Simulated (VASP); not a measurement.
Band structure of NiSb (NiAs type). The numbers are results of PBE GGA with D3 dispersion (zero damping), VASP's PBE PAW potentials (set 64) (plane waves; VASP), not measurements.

Unless said otherwise, spin-orbit coupling is left out, though it shifts the bands of the heavy elements here.

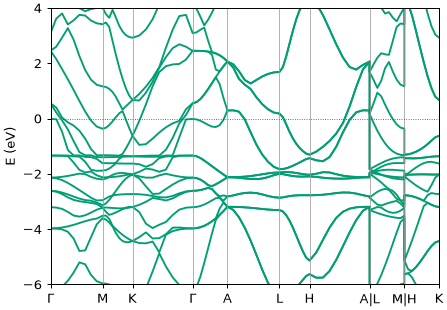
Bands along high-symmetry lines, zero at the valence-band maximum or, without a gap, the Fermi level

Problem. Read the plot: is there a gap, and where are the band edges?

Solution. It has no gap at this level: it comes out as a metal or semimetal. (Edges off the drawn lines would not show.)

The compound is NiSb in the NiAs type structure. It was relaxed first. The run is not spin-polarised, so no magnetic state was tried.
